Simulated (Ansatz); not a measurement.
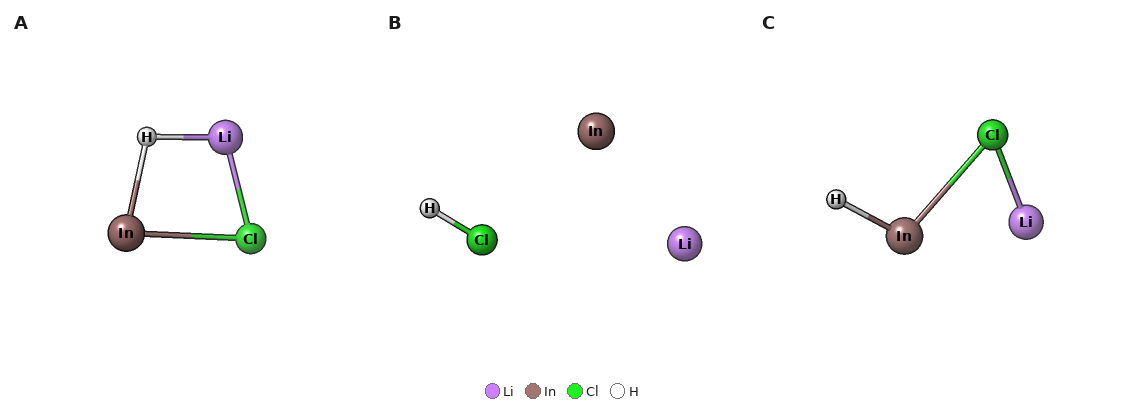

3 stationary structures of one formula. Geometries: PBE0-D4/def2-TZVP. Electronic energies: RHF-CCSD(T) (frozen core)/def2-TZVPP (Ansatz 0.2.0), without zero-point energy. No frequency run is at hand to confirm each as a minimum.

> Rank them by energy, lowest first.

A is lowest (Cs); C lies 59.8 kJ/mol above it (Cs), B lies 307.5 kJ/mol above it (Cs).
